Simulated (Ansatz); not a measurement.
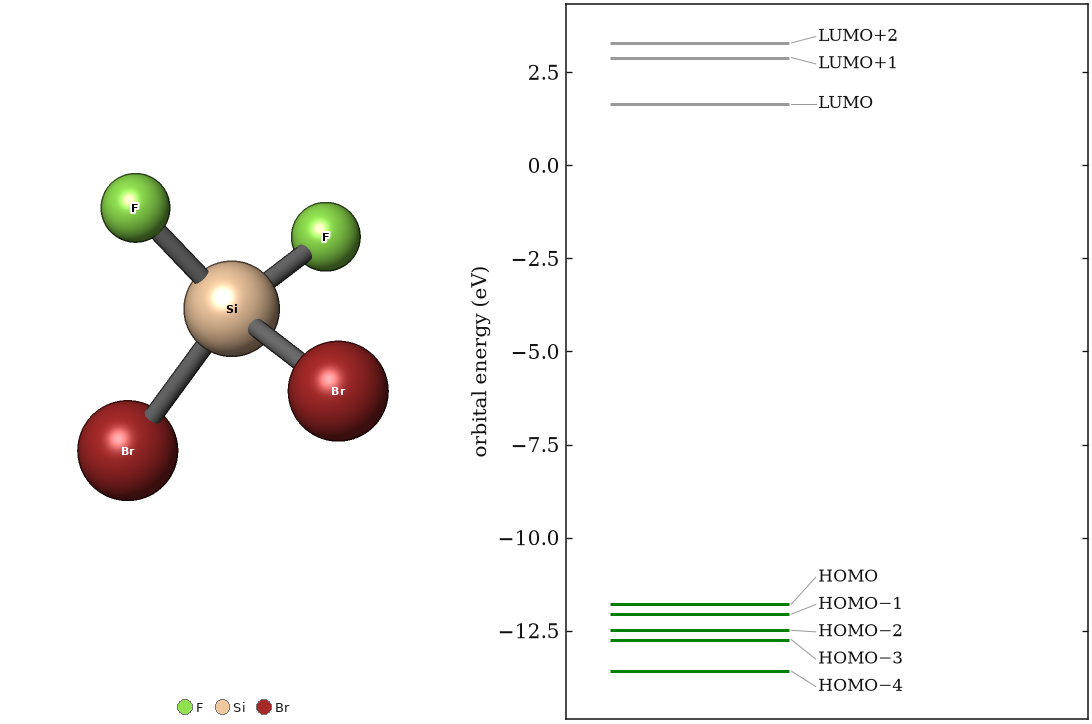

SiBr₂F₂, SMILES F[Si](F)(Br)Br. Kohn-Sham orbital energies near the frontier, LC-wPBE/def2-TZVPP in the Ansatz code, at a PBE0-D4/def2-TZVP geometry (a minimum by its frequencies), isolated molecule; empty levels in grey, levels within 0.03 eV side by side.

Where do the frontier orbitals lie?

Answer. HOMO at −11.78 eV, LUMO at 1.66 eV, 13.44 eV apart.

List the levels.

Answer.
| orbital | energy (eV) |
| --- | --- |
| LUMO+2 | 3.29 |
| LUMO+1 | 2.89 |
| LUMO | 1.66 |
| HOMO | −11.78 |
| HOMO−1 | −12.06 |
| HOMO−2 | −12.49 |
| HOMO−3 | −12.74 |
| HOMO−4 | −13.59 |

Known limits of this run: no scalar relativity up to krypton; spin-orbit coupling is left out, and with Br it can shift these levels and split any degenerate set; empty levels above zero depend strongly on the basis.
